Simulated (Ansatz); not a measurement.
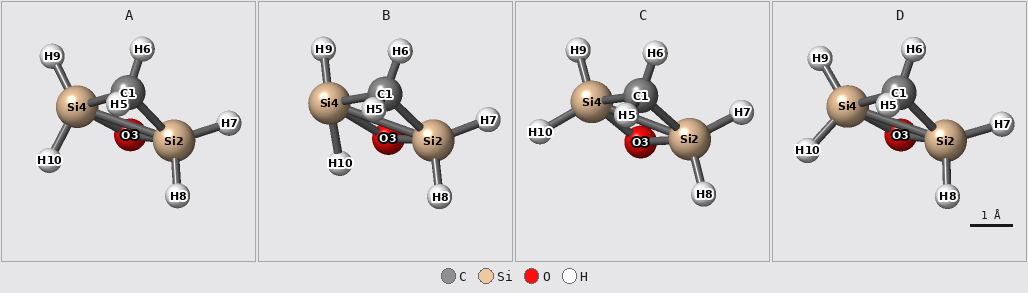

4 geometries from a converged minimum-energy path of CH$_{6}$OSi$_{2}$, shuffled. The picture is a ball-and-stick view, seen from a free direction.

Theory: RKS r2SCAN-D4/STO-3G (Ansatz). Run with 7 movable images; climbing image; force threshold 0.05 eV/Å; iteration limit 60; starting path through a guess of the saddle point.

> One of them is the converged climbing image. Which?

B. In order along the path, whose images run from 0 to 8: C (image 0, 0.0 kJ/mol), D (image 2, +7.0 kJ/mol), A (image 3, +59.8 kJ/mol), B (image 5, +298.8 kJ/mol). A hydrogen atom shifts from one atom to another. Breaking: Si4–H10 (1.45 → 1.56 at the top → 2.49 Å). Forming: O3–H10 (2.67 → 1.39 at the top → 1.01 Å).

Limits of the set-up: STO-3G is a minimal basis, so the numbers are rough.

Cost: 4.9 min on 1 thread of Arm Neoverse V1, on a shared host, peak memory 0.12 GiB.
